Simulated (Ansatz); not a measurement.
The calculation's input:

```
crystal:
  lattice:
    - [5.3005149073, 0.0, 0.0]
    - [0.0, 5.3005149073, 0.0]
    - [0.0, 0.0, 4.8670690185]
  atoms:
    - { symbol: La, position: [0.5, 0.5, 0.0] }
    - { symbol: La, position: [0.0, 0.5, 0.5] }
    - { symbol: La, position: [0.5, 0.0, 0.5] }
    - { symbol: "Y", position: [0.0, 0.0, 0.0] }
    - { symbol: O, position: [0.5, 0.5, 0.5] }
    - { symbol: O, position: [0.0, 0.0, 0.5] }
basis:
  ecutwfc: 420
kpoints:
  mp_grid: { grid: [6, 6, 6] }
hamiltonian:
  xc: pbe
scf:
  occupations: { method: gaussian, width: 0.1 }
output:
  forces: true
  stress: true
  eigenvalues: true
  write_density: true
  write_potential: true
  elf: true
  volumetric_format: npy
relax:
  adjacent_minimum: "off"
  f_tol: 0.001
  max_steps: 60
  cell: { stress_tol: 0.01 }
```

Run with:

```sh
ansatz run input.yaml --threads 3 --pin off --max-ram 7680MiB --backend cpu --events-out ev --progress --plain --runs-dir out
```

Below, planes, directions and counts refer to the conventional cell (a = 5.30 Å, b = 5.30 Å, c = 4.87 Å, α = 90.00°, β = 90.00°, γ = 90.00°).

Space group P4/mmm; a generated structure, not necessarily the stable one.

These are results of DFT PBE, scalar-relativistic, plane waves, PAW (Ansatz 0.2.0), not measurements.

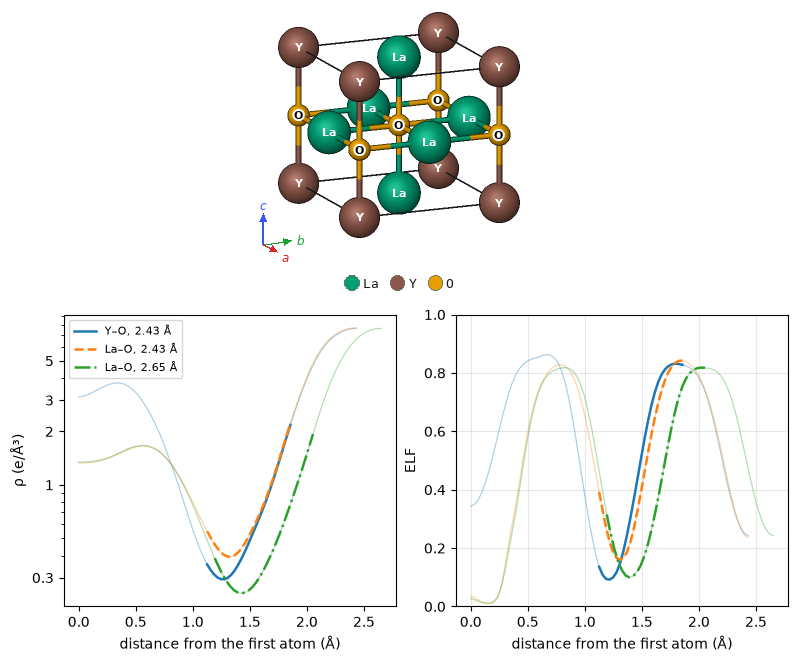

La$_{3}$YO$_{2}$. Valence charge density (pseudo) and electron localisation function along straight lines between neighbouring atoms. Thin, pale parts lie inside the atomic spheres. The structure is drawn too.

Core electrons are frozen (PAW), and the valence fields are smoothed inside the atomic spheres.

> Compare the contacts.

Y–O (2.43 Å): ρ at the midpoint is about 0.3 e/Å³; the ELF peaks at about 0.85 in the valence shell of O, 0.6 Å from its nucleus, and drops to about 0.10 between the two atoms: no localised pair shows between them.
La–O (2.43 Å): ρ is about 0.44 e/Å³ halfway; the ELF is about 0.20 at the midpoint: no localised pair shows between them.
La–O (2.65 Å): ρ is about 0.27 e/Å³ halfway; the ELF is about 0.10 at the midpoint; no localised pair shows between them.
